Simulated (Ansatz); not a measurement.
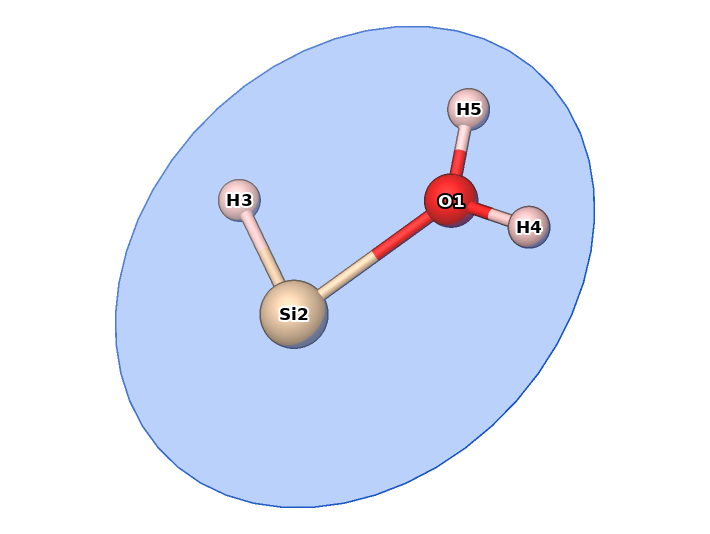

A disc through the centre of mass is drawn in. Depth is shown by fading: the farther an atom, the more it takes the colour of the background. State: charge +1, singlet. Computed geometry: PBE-D4/def2-SVP optimisation. No frequency run is at hand to confirm it as a minimum.

Question: Is the plane of the disc a mirror plane of the structure?

Answer: Yes. The reflection leaves O1, Si2, H3, H4, H5 in place. The point group is Cs.
